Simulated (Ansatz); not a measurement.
# Molybdenum, simple cubic: r²SCAN0 after r²SCAN

Aim: see what exact exchange does to the levels, and what it costs. Spin polarisation is left out. The cell comes from an earlier r²SCAN relaxation. Exact exchange is dear, so the k-mesh is coarse, and r²SCAN is run on the same mesh for comparison.

Program: Ansatz 0.2.0. Level of theory: DFT, plane waves (500 eV) with PBE-made PAW files, scalar-relativistic; functionals as named at each step. These are calculated values, not measurements.

## (1) Starting point

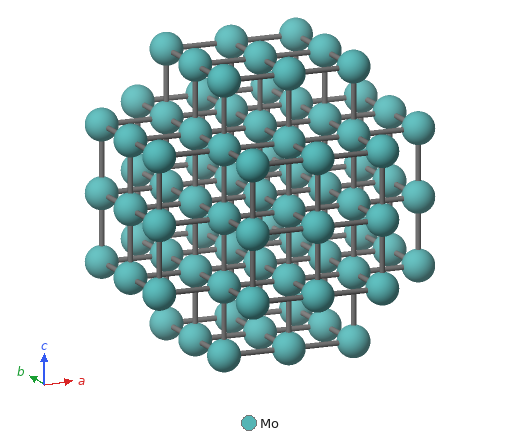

Start, viewed slightly off an axis; molybdenum teal. 2×2×2 cells are drawn. Any atoms on the faces are drawn again on the opposite ones, and bonded neighbours outside are added.

As a file:

```
CELL_PARAMETERS angstrom
2.59195 0.00000 0.00000
0.00000 2.59195 0.00000
0.00000 0.00000 2.59195
ATOMIC_POSITIONS crystal
Mo 0.00000 0.00000 0.00000
```

## (2) r²SCAN, coarse mesh

The run with r²SCAN.

input.yaml reads:

```yaml
crystal:
  lattice:
    - [2.59194801, 0.0, 0.0]
    - [0.0, 2.59194801, 0.0]
    - [0.0, 0.0, 2.59194801]
  atoms:
    - { symbol: Mo, position: [0.0, 0.0, 0.0] }
hamiltonian:
  xc: r2scan
  pseudopotentials:
    kind: paw
    azcp:
      Mo: "pseudopotentials/Mo.paw.azcp"
basis:
  ecutwfc: 500
  fft_grid_basis: typed
kpoints:
  mp_grid: { grid: [6, 6, 6], shift: [0, 0, 0] }
magnetization:
  spin_polarized: false
scf:
  occupations: { method: fermi_dirac, width: 0.1 }
output:
  write_density: true
  write_potential: true
  elf: true
  volumetric_format: npy
```

Launch:

```console
ansatz run input.yaml --threads 4 --pin off --max-ram 8192MiB --backend cpu --events-out ev --progress --plain --runs-dir out
```

What it wrote, cut to the lines that bear on the results:

```text
Warning: RAYON_NUM_THREADS=4 ignored (pool sized by the plan → 4); use --threads N
[...]
Pseudopotentials: kind: paw
Pseudopotential: Mo, paw, valence charge 14, recommended cutoff 500 eV (meta_gga), <dir>
Functional definition: r2SCAN
[...]
Crystal: 1 atoms, lattice volume = 17.413 Å³
Basis set: ecut = 500 eV, 461 PW (Γ), exchange–correlation on 80×80×80 points (64 copies of the dense FFT grid, shifted against one another)
Bands: 11, of which v1, the nominal top of the filled ones, is band 7 counted from 1 (6 counted from 0)
Symmetry: 48 space group operations
Space group: Pm-3m (ITA 221), of the structure as read, at distance tolerance 2.6e-5 Å
k-points: 20 of 216
[...]
SCF iter   1: F=—  HF=-4966.469258 eV  |F-HF|=—  |Δ(HF+E_count)|=         —  Δρ=9.65e-3  dr2=7.71e-3  dr2_τ=1.44e-2  ethr=1.77e-3  ⟨swp⟩=5.1  Hψ=1338  notcnv=0
[...]
SCF iter   6: F=-4966.474517 eV  HF=-4966.474517 eV  |F-HF|=4.17e-10  |Δ(HF+E_count)|=   1.45e-7  Δρ=2.14e-6  dr2=4.98e-10  dr2_τ=2.26e-10  ethr=6.75e-10  ⟨swp⟩=1.0  Hψ=652  notcnv=0
[...]
SCF converged after 6 iterations
Free energy (F): -4966.474517 eV
[...]
E sigma→0 (E₀):  -4966.451352 eV
Entropy (-TS):   -0.046329 eV (-46.329 meV/atom)
Fermi energy:    18.370855 eV
[...]
--- Band table (eV; the first three rows and the last of 20) ---
  k-point 0: bands = ["-44.6006", "-17.0538", "-17.0538", "-17.0538", "11.6076", "13.9373", "13.9373", "22.6035", "22.6035", "22.6035", "34.8929"]
[...]
```

Run time: 0.48 s. Hardware: 4 threads of Arm Neoverse V1, shared host; peak memory 0.28 GiB.

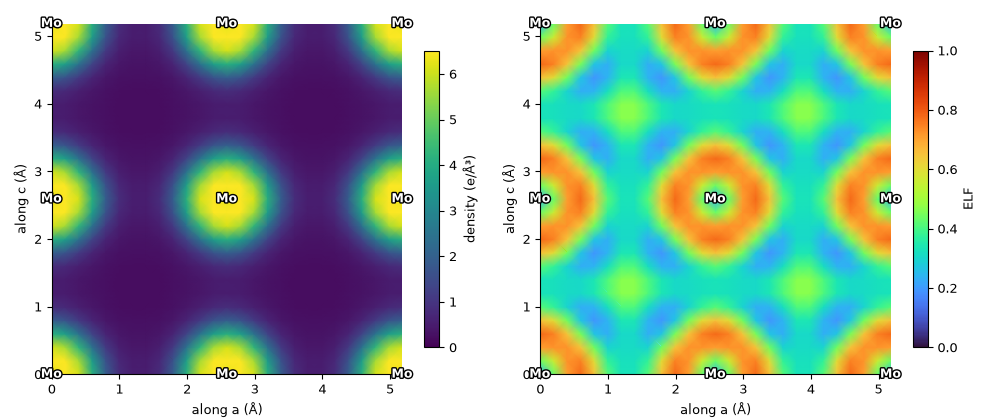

Density (left) and ELF (right) in a lattice plane of the grid's cell (edges 2.59 and 2.59 Å, at 0.000 of the third edge), which holds Mo. Only atoms in the plane are labelled. Both are smooth fields of the valence electrons: close to the nuclei they are not physical.

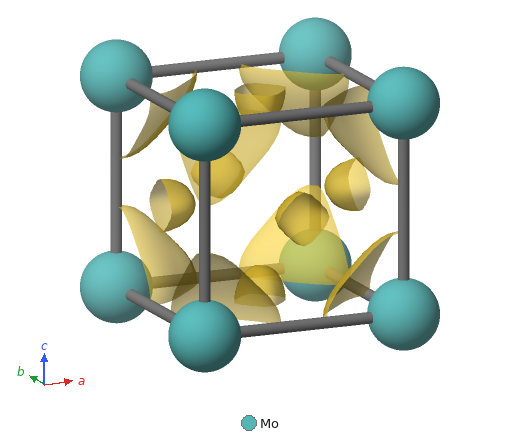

Surface of ELF = 0.41, drawn in one cell.

The highest ELF values outside the cores: 0.47 between the atoms, 1.7 Å from Mo.

## (3) r²SCAN0, coarse mesh

The run with r²SCAN0.

Changes to input.yaml since step 2:

```diff
@@ -8,3 +8,3 @@
 hamiltonian:
-  xc: r2scan
+  xc: r2scan0
   pseudopotentials:
@@ -22,6 +22 @@
   occupations: { method: fermi_dirac, width: 0.1 }
-output:
-  write_density: true
-  write_potential: true
-  elf: true
-  volumetric_format: npy
```

Launch:

```console
ansatz run input.yaml --threads 4 --pin off --max-ram 8192MiB --backend cpu --events-out ev --progress --plain --runs-dir out
```

What it wrote, cut to the lines that bear on the results:

```text
Warning: RAYON_NUM_THREADS=4 ignored (pool sized by the plan → 4); use --threads N
[...]
Pseudopotentials: kind: paw
Pseudopotential: Mo, paw, valence charge 14, recommended cutoff 500 eV (meta_gga), <dir>
Functional definition: r2SCAN0
[...]
Crystal: 1 atoms, lattice volume = 17.413 Å³
Basis set: ecut = 500 eV, 461 PW (Γ), exchange–correlation on 80×80×80 points (64 copies of the dense FFT grid, shifted against one another)
Bands: 11, of which v1, the nominal top of the filled ones, is band 7 counted from 1 (6 counted from 0)
Symmetry: 48 space group operations
Space group: Pm-3m (ITA 221), of the structure as read, at distance tolerance 2.6e-5 Å
k-points: 20 of 216
[...]
SCF iter   1: F=—  HF=-4966.471763 eV  |F-HF|=—  |Δ(HF+E_count)|=         —  Δρ=1.03e-2  dr2=9.50e-3  dr2_τ=1.45e-2  ethr=1.77e-3  ⟨swp⟩=7.0  Hψ=860  notcnv=0
[...]
Frozen-core exchange: fock
[...]
hybrid outer 1: dexx = +1.266e-2 eV, tail = 1.29e-2 eV
[...]
hybrid SCF converged: 3 outer / 14 inner (+6 warm-up), last move |dexx| = 4.62e-4 eV, tail = 5.03e-8 eV
Stability not checked: this state was not tested for a lower state beside it, because the functional holds exact exchange (a hybrid, or Hartree-Fock), whose exchange loop this test does not read (fock_operator; see scf.lower_state_search)
Free energy (F): -4965.046113 eV
Frozen-core exchange: fock
[...]
E sigma→0 (E₀):  -4965.035066 eV
Entropy (-TS):   -0.022093 eV (-22.093 meV/atom)
Fermi energy:    18.451180 eV
[...]
--- Band table (eV; the first three rows and the last of 20) ---
  k-point 0: bands = ["-48.7111", "-19.8607", "-19.8607", "-19.8607", "10.1449", "12.5162", "12.5162", "23.7979", "23.7979"]
[...]
  guard bands above this table: 2 of the run's 11 bands. The solve was not asked for them (output.publish_guard_bands: true or output.eigenvalues: true publishes all)
```

Run time: 8.4 s. Hardware: 4 threads of Arm Neoverse V1, shared host; peak memory 0.71 GiB.

## (4) The functionals compared

```tsv
functional	gap on the mesh	Fermi energy (eV)	SCF cycles	exchange loops	CPU time
r²SCAN	none (levels filled in part)	18.371	6	-	1.2 s
r²SCAN0	none (levels filled in part)	18.451	20	3	26 s
```

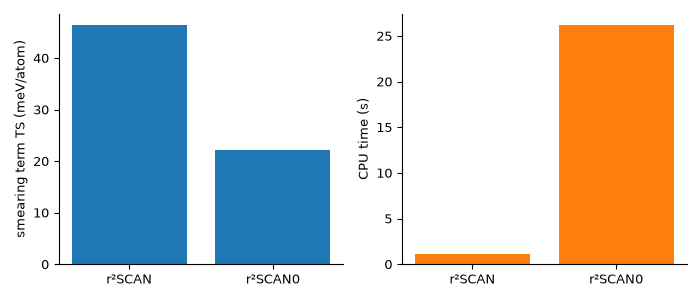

Smearing term and CPU time by functional.

## (5) Summary of results

| quantity | value |
| --- | --- |
| r²SCAN: gap | none (levels filled in part) |
| r²SCAN0: gap | none (levels filled in part) |
| r²SCAN0: SCF cycles, exchange loops | 20, 3 |
| r²SCAN0: CPU time over that of r²SCAN | 22 |
| r²SCAN0: relative to bcc | +1403 meV/atom |

Neither r²SCAN nor r²SCAN0 shows a clean gap on this mesh. r²SCAN0 cost 22 times the CPU time of r²SCAN. r²SCAN0 needed 3 outer loops of the exchange operator. The dense-mesh value adds +67.1 meV/atom, the change that r²SCAN shows between the coarse mesh and its own dense run (not shown). Under r²SCAN0 it lies 1403 meV/atom above bcc (computed apart in the same way); on such meshes a few tens of meV are uncertain for metals. Absolute energies differ from functional to functional, by eV per atom at times, and say nothing by themselves.
